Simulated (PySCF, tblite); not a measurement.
**C₄H₅ClFSi radical: geometry, infrared bands and EPR parameters**

What infrared bands and EPR parameters should C₄H₅ClFSi radical (`FC1=C(Cl)[CH][SiH2]C1`) show?

The runs use tblite 0.8.0 and PySCF 2.14.0, with density-fitted response routines of our own; the level of theory stands in each step. All values are computed, except where a source is named. Atoms are numbered from 0 throughout.

## Step 1: The molecule as given

12 atoms, charge 0, multiplicity 2; geometry from: force field or distance geometry start.

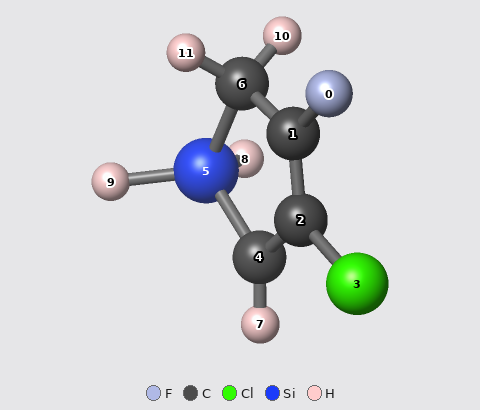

The starting geometry (fluorine light blue, carbon dark grey, chlorine green, silicon blue, hydrogen pink), atoms numbered; sticks join atoms by distance.

## Step 2: Relaxing the molecule with GFN2-xTB

What the job is given:

```
{"job": {"kind": "relax", "xc": "GFN2-xTB", "basis": "xTB"}, "charge": 0, "multiplicity": 2}
F      1.073700     2.396300     0.030600
C      0.567100     1.147800     0.002500
C      1.389700     0.067100    -0.035500
Cl     3.087700     0.188200    -0.092600
C      0.756500    -1.229300    -0.048000
Si    -1.070300    -0.990900    -0.000500
C     -0.920100     0.921500     0.044600
H      1.264600    -2.175700    -0.090400
H     -1.722000    -1.472800    -1.235500
H     -1.661100    -1.536200     1.253700
H     -1.407100     1.366000    -0.824900
H     -1.357400     1.317500     0.969900
```

The run is started by

```console
$ OMP_NUM_THREADS=1 python probes_run.py task.json out
```

One launch serves the whole session: the jobs run in the order shown.

What it wrote:

```text
step      E/eV     max force
  0    -599.96847    2.474
  1    -600.05659    0.689
  2    -600.07563    0.444
  3    -600.10050    0.430
  4    -600.11000    0.356
  5    -600.11706    0.233
  6    -600.12192    0.251
  7    -600.12639    0.185
  8    -600.12886    0.113
  9    -600.13002    0.086
 10    -600.13060    0.072
 11    -600.13107    0.057
 12    -600.13155    0.060
 13    -600.13200    0.063
 14    -600.13230    0.045
 15    -600.13248    0.054
 16    -600.13262    0.046
 17    -600.13272    0.029
 18    -600.13277    0.015
 19    -600.13278    0.005
```

It took 0.13 s on 1 thread of Arm Neoverse V1, shared host.

Relaxation path:

```
step  energy from step 0 (eV)  largest force (eV/Å)
   0                   0.0000                2.4744
   1                  -0.0881                0.6889
   2                  -0.1072                0.4445
   3                  -0.1320                0.4298
   4                  -0.1415                0.3558
   5                  -0.1486                0.2326
   6                  -0.1535                0.2506
   7                  -0.1579                0.1846
   8                  -0.1604                0.1129
   9                  -0.1615                0.0862
  10                  -0.1621                0.0722
  11                  -0.1626                0.0569
  12                  -0.1631                0.0603
  13                  -0.1635                0.0634
  14                  -0.1638                0.0451
  15                  -0.1640                0.0541
  16                  -0.1641                0.0463
  17                  -0.1642                0.0293
  18                  -0.1643                0.0147
  19                  -0.1643                0.0051
```

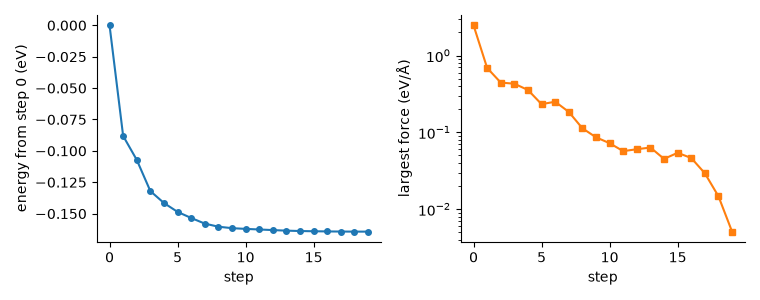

Energy and force, step by step.

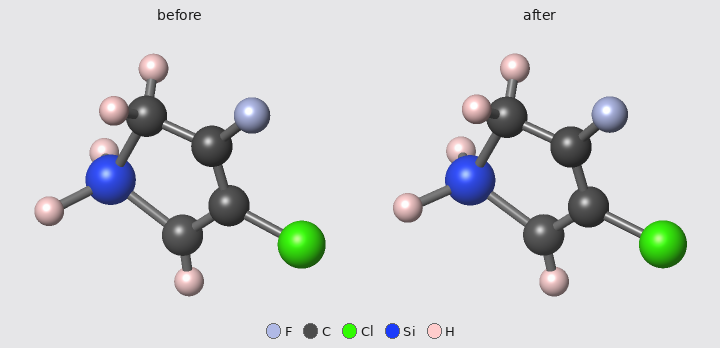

The geometry before (left) and after (right).

Close pairs (by a distance rule), those that changed most:

```
  bond  before (Å)  after (Å)  change (Å)
 C2–C4       1.443      1.385      -0.058
C2–Cl3       1.703      1.731      +0.028
 C1–C6       1.505      1.479      -0.026
Si5–H9       1.490      1.465      -0.024
 C1–C2       1.359      1.377      +0.019
C4–Si5       1.843      1.860      +0.017
Si5–H8       1.477      1.466      -0.012
 F0–C1       1.348      1.342      -0.006
```

The final coordinates are the input of the step that follows.

## Step 3: Harmonic vibrations with GFN2-xTB

What the job is given:

```
{"job": {"kind": "ir", "xc": "GFN2-xTB", "basis": "xTB"}, "charge": 0, "multiplicity": 2}
F      1.020428     2.371350     0.026773
C      0.555035     1.113051     0.009625
C      1.387817     0.017369    -0.041385
Cl     3.108223     0.205391    -0.088154
C      0.772798    -1.223085    -0.052816
Si    -1.075214    -1.018442     0.003034
C     -0.906585     0.893134     0.046402
H      1.359847    -2.121993    -0.090736
H     -1.790365    -1.465884    -1.195448
H     -1.726934    -1.525918     1.213453
H     -1.377153     1.399286    -0.798456
H     -1.326697     1.355055     0.941681
```

What it wrote:

```text
mode    cm-1     km/mol
  1      83.7      1.27
  2     149.1      1.13
  3     192.0      1.13
  4     286.6      0.02
  5     330.8      0.84
  6     389.0     20.83
  7     463.4     30.92
  8     480.0      4.99
  9     484.6     10.03
 10     507.5     10.84
 11     632.0    119.85
 12     651.9     30.60
 13     674.3     16.82
 14     710.5     74.89
 15     756.9     25.91
 16     783.1    248.36
 17     828.0     81.89
 18     933.4    107.41
 19    1055.6      0.17
 20    1147.0     23.63
 21    1163.6     19.85
 22    1256.7    111.66
 23    1339.3     70.84
 24    1428.7     55.10
 25    1482.1     69.97
 26    2230.6    383.96
 27    2247.5    188.82
 28    2950.0     12.51
 29    2980.4      9.17
 30    3134.3      4.14
```

Run time: 0.39 s. Hardware: 1 thread of Arm Neoverse V1, shared host.

The strongest bands and the atoms that carry them (share of the mass-weighted mode):

```
cm⁻¹  km/mol                               atoms
 632   119.8                    H8 44 %, H9 44 %
 710    74.9         H11 28 %, H10 28 %, C6 28 %
 783   248.4                    H8 47 %, H9 46 %
 828    81.9          C4 48 %, Si5 25 %, H7 21 %
 933   107.4  C2 43 %, C6 20 %, H7 13 %, F0 10 %
1257   111.7                    C1 54 %, C6 26 %
2231   384.0                    H8 53 %, H9 43 %
2248   188.8                    H9 54 %, H8 44 %
```

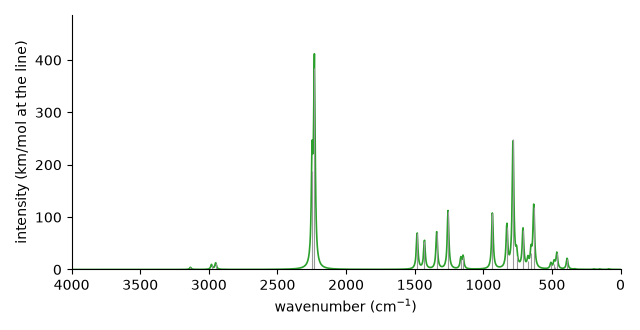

The infrared spectrum from these modes, unscaled. Lines are broadened to a width of 14 cm⁻¹ (Lorentzian).

## Step 4: EPR parameters: B3LYP/pcH-1

The job, as its differences from that of step 3:

```diff
@@ -1,2 +1,2 @@
-{"job": {"kind": "ir", "xc": "GFN2-xTB", "basis": "xTB"}, "charge": 0, "multiplicity": 2}
+{"job": {"kind": "epr", "basis": "pcH-1"}, "charge": 0, "multiplicity": 2}
 F      1.020428     2.371350     0.026773
```

Method: UKS B3LYP, pcH-1 on C Cl F H Si, non-relativistic, mean-field spin-orbit, GIAO.

What it wrote:

```text
UKS, coarse grid
  cycle   1  E = -1004.86437765  |g| = 4.48e-01
  cycle   2  E = -1004.76672263  |g| = 6.56e-01
  cycle   3  E = -1004.93668235  |g| = 9.90e-02
  cycle   4  E = -1004.94069737  |g| = 5.41e-02
  cycle   5  E = -1004.94230322  |g| = 1.24e-02
  cycle   6  E = -1004.94239760  |g| = 8.02e-03
  cycle   7  E = -1004.94244351  |g| = 3.09e-03
  cycle   8  E = -1004.94245219  |g| = 1.31e-03
  cycle   9  E = -1004.94245449  |g| = 2.43e-04
UKS, final grid
  cycle   1  E = -1004.94236610  |g| = 2.65e-04
  cycle   2  E = -1004.94236608  |g| = 3.48e-04
  cycle   3  E = -1004.94236613  |g| = 5.86e-05
  cycle   4  E = -1004.94236613  |g| = 1.27e-05
E = -1004.94236613 Eh   <S^2> = 0.7726 (exact 0.7500)
g shifts (ppm)      1          2          3
  rmc          -168       -168       -168
  gc             -2         36         29
  oz_so          46        799       1592
  total        -125        667       1453
hyperfine (MHz)  atom isotope    a_iso     a_fc   dipolar eigenvalues
    0   19F      95.53      95.24   -169.30   -142.29    311.59
    1   13C      61.13      61.11    -52.85    -52.38    105.24
    2   13C     -51.32     -51.25    -24.13     10.60     13.53
    3  35Cl      -1.74      -1.80     -5.91      1.65      4.26
    4   13C      50.65      50.72    -48.67    -47.32     95.99
    5  29Si      29.17      29.21     -1.99     -0.47      2.46
    6   13C     -18.41     -18.42     -0.88      0.05      0.83
    7    1H     -39.72     -39.73    -24.14     -0.04     24.18
    8    1H      34.98      34.98     -1.96     -1.53      3.49
    9    1H      34.65      34.65     -1.96     -1.53      3.49
   10    1H      52.92      52.91     -3.57     -2.24      5.81
   11    1H      53.14      53.13     -3.56     -2.25      5.81
```

Wall time 57 s (1 thread of Arm Neoverse V1, shared host); peak memory 0.94 GiB.

Principal g values 2.00219, 2.00299, 2.00377; g(iso) = 2.00298, against 2.00232 for a free electron.

Mean a(iso) over the nuclei that a row names, and the largest dipolar term of the row (other rows stand at the frozen geometry):

```
  nuclei  isotope  a(iso) (MHz)  a(iso) (G, at g = 2.0023)  largest dipolar term (MHz)
      F0      19F          95.5                       34.1                       311.6
      C1      13C          61.1                       21.8                       105.2
H10, H11       1H          53.0                       18.9                         5.8
      C2      13C         -51.3                      -18.3                       -24.1
      C4      13C          50.6                       18.1                        96.0
      H7       1H         -39.7                      -14.2                        24.2
  H8, H9       1H          34.8                       12.4                         3.5
     Si5     29Si          29.2                       10.4                         2.5
      C6      13C         -18.4                       -6.6                        -0.9
     Cl3     35Cl          -1.7                       -0.6                        -5.9
```

Mulliken spin populations:

```
atom  value (e)
  F0       0.04
  C1       0.54
  C2      -0.21
 Cl3      -0.01
  C4       0.65
 Si5      -0.02
  C6      -0.05
  H7      -0.03
  H8       0.02
  H9       0.02
 H10       0.02
 H11       0.02
```

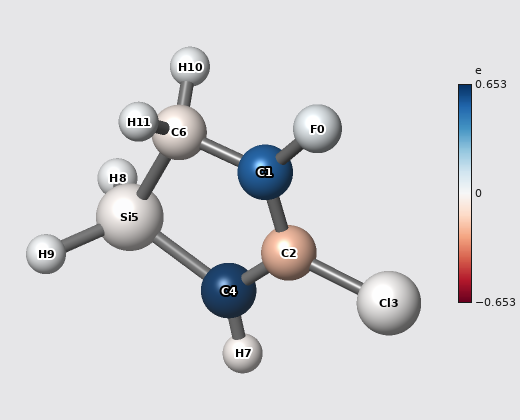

Mulliken spin populations, as colours on the atoms.

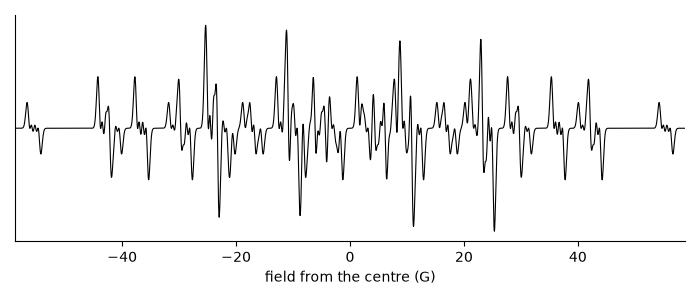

First-order isotropic spectrum (first derivative, main isotopes with spin only, couplings over 0.8 MHz, Gaussian width 0.3 G; couplings of the frozen geometry, rotation of groups not averaged beyond the rows shown).

The fields below are evaluated on a grid from the run's orbitals.

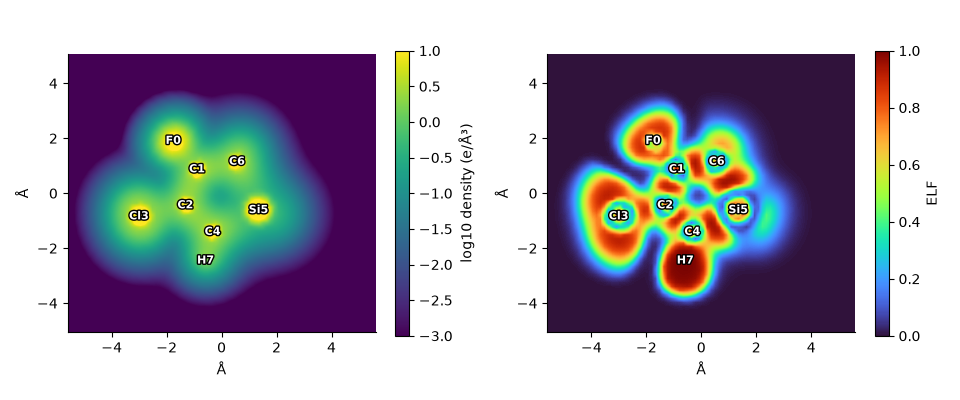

Density (left) and ELF (right) in a plane through or near 8 of the atoms.

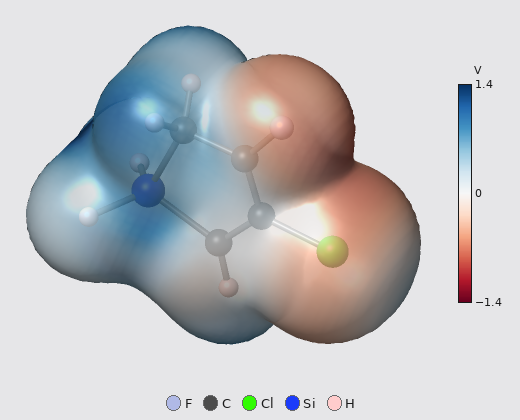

The potential that a unit positive charge feels on the 0.002 e/bohr³ surface, from -0.79 V near F0 to 1.40 V near Si5.

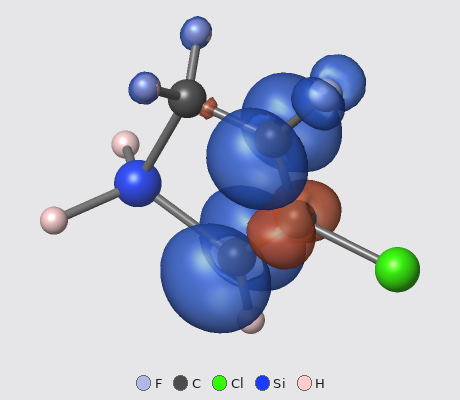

Spin density at ±0.03 e/Å³ (alpha excess blue, beta excess red).

## Step 5: Outcome

| quantity | value |
| --- | --- |
| strongest single infrared mode (GFN2-xTB) | 2231 cm⁻¹, 384 km/mol |
| zero-point energy (GFN2-xTB) | 45.4 kcal/mol |
| g(iso) (B3LYP) | 2.00298 |
| ⟨S²⟩ | 0.773 (exact 0.75) |
| largest a(iso) (averaged by class) | 19F on F0, 95.5 MHz |
| potential on the surface of density 0.002 e/bohr³, 1st and 99th percentile | -0.79 V and 1.40 V |

**Reading.** The optimisation took 19 steps and gained 0.164 eV; among the close pairs (by a distance rule), C2–C4 changed most, from 1.443 to 1.385 Å. All 30 modes are real, so the xTB geometry is a minimum. The strongest single mode, at 2231 cm⁻¹, moves mainly H8 and H9. Unscaled tight-binding wavenumbers are off by several per cent, some by more. Its intensities can rank the bands wrongly. The largest spin populations lie on C4 (0.65 e), C1 (0.54 e). The isotropic g lies 0.7 ppt above the free-electron value. The conformer search found further structures of the same energy, which may be mirror or relabelled copies of this one.
